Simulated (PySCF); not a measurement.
# LiBr (SMILES [Li][Br]) at BCCD(T)/STO-3G

Aim: the energy change on altering one bond length of LiBr at BCCD(T)/STO-3G, from 2 runs. 

The results are computed with PySCF 2.14.0.

11 further runs of the same task are left out: 11 set aside as unsound or not needed.

## (1) The system as given

The species is LiBr (2 atoms), meant as a singlet with charge 0. As SMILES, `[Li][Br]`. The coordinates come from a PBE0-D4/def2-TZVP relaxation.

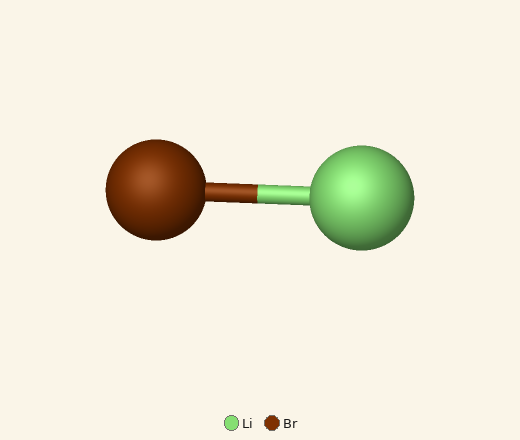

The structure, seen from a chosen angle (lithium green, bromine brown).

## (2) The energy at BCCD(T)/STO-3G

Input file run.py:

```python
from pyscf import gto, scf, cc
from pyscf.cc.bccd import bccd_kernel_

mol = gto.Mole()
mol.atom = 'Li -0.910300 0.277700 -0.476100; Br 0.939700 -0.337900 0.480100'
mol.basis = 'sto-3g'
mol.verbose = 3
mol.charge = 0
mol.max_memory = 1860
mol.build()

calc0 = scf.RHF(mol)
calc0.conv_tol = 1e-10
calc0.kernel()
if not calc0.converged:
    calc0 = calc0.newton().run(calc0.mo_coeff, calc0.mo_occ)

mycc = cc.CCSD(calc0, frozen=9).run()
mycc = bccd_kernel_(mycc, diis=True)
e_t = mycc.ccsd_t()
e_tot = mycc.e_tot + e_t
print('Final energy', e_tot)
```

Command:

```
OMP_NUM_THREADS=1 python run.py
```

Output:

```text
converged SCF energy = -2552.08334234575
E(CCSD) = -2552.103285117949  E_corr = -0.01994277219815321
BCCD loop starts.

[... 22 lines left out ...]
CCSD converged
[... 23 lines left out ...]
CCSD converged
[... 21 lines left out ...]
CCSD converged
[... 6 lines left out ...]
frozen orbitals 9
max_cycle = 50
direct = 0
conv_tol = 1e-07
conv_tol_normt = 1e-05
diis_space = 6
diis_start_cycle = 0
diis_start_energy_diff = 1e+09
Init E_corr(CCSD) = -0.0221528960806838
cycle = 1  E_corr(CCSD) = -0.0221381094887373  dE = 1.47865919e-05  norm(t1,t2) = 0.000298482
cycle = 2  E_corr(CCSD) = -0.0221443496653115  dE = -6.24017657e-06  norm(t1,t2) = 9.50467e-05
cycle = 3  E_corr(CCSD) = -0.0221427084453891  dE = 1.64121992e-06  norm(t1,t2) = 5.74575e-05
cycle = 4  E_corr(CCSD) = -0.0221441052642693  dE = -1.39681888e-06  norm(t1,t2) = 2.50547e-05
cycle = 5  E_corr(CCSD) = -0.0221440709630664  dE = 3.43012028e-08  norm(t1,t2) = 4.0644e-06
CCSD converged
E(CCSD) = -2552.102492857269  E_corr = -0.02214407096306643
BCC iter:    3  E:   -2552.102492857269  dE:   -2.372e-06  |t1|:    8.452e-05

******** <class 'pyscf.cc.ccsd.CCSD'> ********
CC2 = 0
CCSD nocc = 10, nmo = 14
frozen orbitals 9
max_cycle = 50
direct = 0
conv_tol = 1e-07
conv_tol_normt = 1e-05
diis_space = 6
diis_start_cycle = 0
diis_start_energy_diff = 1e+09
Init E_corr(CCSD) = -0.0221458410440756
cycle = 1  E_corr(CCSD) = -0.0221490285031903  dE = -3.18745911e-06  norm(t1,t2) = 5.68718e-05
cycle = 2  E_corr(CCSD) = -0.0221476583243283  dE = 1.37017886e-06  norm(t1,t2) = 1.73262e-05
cycle = 3  E_corr(CCSD) = -0.0221479723354537  dE = -3.14011125e-07  norm(t1,t2) = 1.05035e-05
cycle = 4  E_corr(CCSD) = -0.0221477139515684  dE = 2.58383885e-07  norm(t1,t2) = 4.97934e-06
cycle = 5  E_corr(CCSD) = -0.0221477169481746  dE = -2.9966062e-09  norm(t1,t2) = 8.5761e-07
CCSD converged
E(CCSD) = -2552.102492308456  E_corr = -0.02214771694817461
BCC iter:    4  E:   -2552.102492308456  dE:    5.488e-07  |t1|:    5.235e-06
CCSD(T) correction = -0.00315543514218641
Final energy -2552.105647743598
```

Wall time 0.78 s (1 thread of Arm Neoverse V2, shared host); peak memory 0.1 GiB.

## (3) The distorted shape

Input file input.py:

```python
from pyscf import gto, cc
from pyscf.cc.bccd import bccd_kernel_

mol = gto.M(
    atom='''
Li    -4.517088     1.455454    -2.345303
Br     1.775776    -0.638538     0.907258
''',
    unit='bohr',
    max_memory=1860,
    basis='sto-3g',
    spin=0,
    verbose=3,
)

mf = mol.RHF()
mf.conv_tol = 1e-10
mf.kernel()
if not mf.converged:
    mf = mf.newton().run(mf.mo_coeff, mf.mo_occ)

mycc = cc.CCSD(mf, frozen=9).run()
mycc = bccd_kernel_(mycc, diis=True)
e_t = mycc.ccsd_t()
e_final = mycc.e_tot + e_t
print(f'total energy: {e_final:.8f} hartree')
```

Command:

```
OMP_NUM_THREADS=1 python input.py
```

Output:

```text
converged SCF energy = -2551.90451596443
E(CCSD) = -2551.963718795379  E_corr = -0.05920283095099606
BCCD loop starts.

[... 27 lines left out ...]
CCSD converged
[... 29 lines left out ...]
CCSD converged
[... 25 lines left out ...]
CCSD converged
[... 3 lines left out ...]
******** <class 'pyscf.cc.ccsd.CCSD'> ********
CC2 = 0
CCSD nocc = 10, nmo = 14
frozen orbitals 9
max_cycle = 50
direct = 0
conv_tol = 1e-07
conv_tol_normt = 1e-05
diis_space = 6
diis_start_cycle = 0
diis_start_energy_diff = 1e+09
Init E_corr(CCSD) = -0.0738025322251433
cycle = 1  E_corr(CCSD) = -0.0738161159571334  dE = -1.3583732e-05  norm(t1,t2) = 0.000143071
cycle = 2  E_corr(CCSD) = -0.073804383975268  dE = 1.17319819e-05  norm(t1,t2) = 9.93561e-05
cycle = 3  E_corr(CCSD) = -0.073809726956  dE = -5.34298073e-06  norm(t1,t2) = 7.70399e-05
cycle = 4  E_corr(CCSD) = -0.0738096150790319  dE = 1.11876968e-07  norm(t1,t2) = 8.86643e-06
cycle = 5  E_corr(CCSD) = -0.0738094796011129  dE = 1.35477919e-07  norm(t1,t2) = 6.25537e-06
cycle = 6  E_corr(CCSD) = -0.0738093801511596  dE = 9.94499533e-08  norm(t1,t2) = 2.33497e-06
CCSD converged
E(CCSD) = -2551.963940139528  E_corr = -0.07380938015115963
BCC iter:    3  E:   -2551.963940139528  dE:   -6.470e-07  |t1|:    5.818e-06
CCSD(T) correction = -0.000532319674420499
total energy: -2551.96447246 hartree
```

Run time: 1 s. Hardware: 1 thread of Arm Neoverse V2, shared host; peak memory 0.12 GiB.

## (4) Results

Level: BCCD(T)/STO-3G, 9 core orbitals frozen.

| quantity | value |
| --- | --- |
| first shape: total energy | -2552.10565 Eh |
| first shape: correlation energy (9 core orbitals frozen) | -22.3 mEh |
| first shape: (T) correction | -3.16 mEh |
| distorted shape: total energy | -2551.96447 Eh |
| distorted shape: correlation energy (9 core orbitals frozen) | -60.0 mEh |
| distorted shape: (T) correction | -0.53 mEh |
| energy change with the Li1–Br2 bond stretched from 2.172 to 3.909 Å | 3.842 eV |

In words: With the Li1–Br2 bond stretched from 2.172 to 3.909 Å the energy rises by 3.84 eV (89 kcal/mol). The first shape isn't relaxed at this level, so the change isn't measured from a minimum. The minimal basis adds a large error of its own. The triples (first shape) make up 14.1 % of the correlation energy. The triples (distorted shape) make up 0.9 % of the correlation energy.
